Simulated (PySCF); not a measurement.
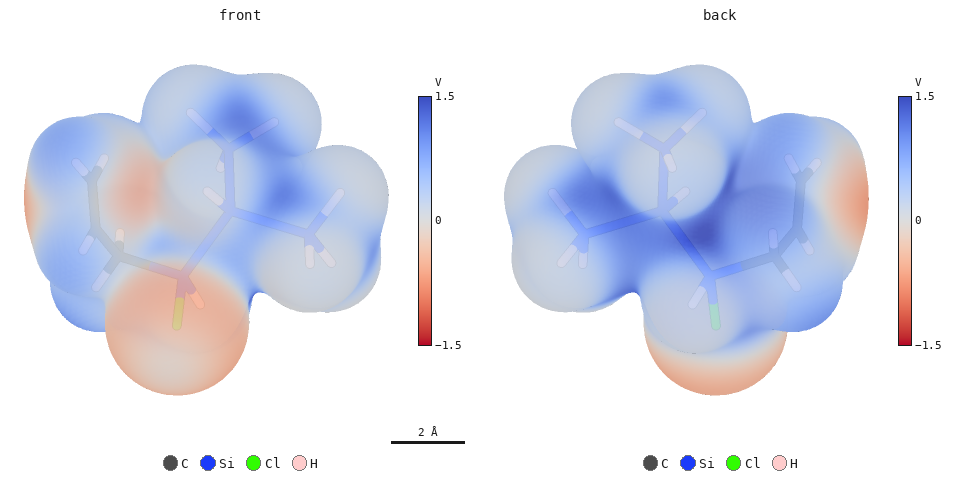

*C$_{3}$H$_{13}$ClSi$_{4}$. The electrostatic potential painted on the density surface at 0.002 e/bohr³, seen from the front and from behind; the colour scale runs from red (negative) to blue (positive).*

Geometry: GFN2-xTB.

Level of theory: PBE0/pcSseg-1, SCF density, gas phase, non-relativistic in PySCF.

Input file:

```
{"job": {"kind": "nmr", "xc": "PBE0", "basis": "pcSseg-1"}, "charge": 0, "multiplicity": 1}
C      2.604206    -1.319539     0.163877
C      2.643457    -0.034837    -0.142602
C      1.892874     0.586179    -1.266053
Si     0.323890     1.491312    -0.627376
Cl     0.954136     3.063910     0.508371
Si    -1.031674     0.064840     0.629466
Si    -1.502321    -1.893156    -0.544142
Si    -2.912040     1.145559     1.487421
H      3.148568    -1.725490     0.998993
H      2.034036    -2.022035    -0.422751
H      3.224478     0.649460     0.462077
H      2.538288     1.290922    -1.793305
H      1.586224    -0.181281    -1.977200
H     -0.295888     2.115297    -1.805017
H     -0.215717    -0.333923     1.801725
H     -2.822864    -2.423114    -0.198322
H     -0.557605    -2.986520    -0.311018
H     -1.510648    -1.665212    -1.993375
H     -3.656547     1.817215     0.417811
H     -2.607594     2.167028     2.490506
H     -3.846178     0.210328     2.120444
```

Run with:

```sh
OMP_NUM_THREADS=1 python probes_run.py task.json out
```

**Where is the surface potential most negative and most positive?**

The most negative region (about −0.6 V) lies over the π face of C1 and C2, the most positive (about +1.4 V) over Si4.
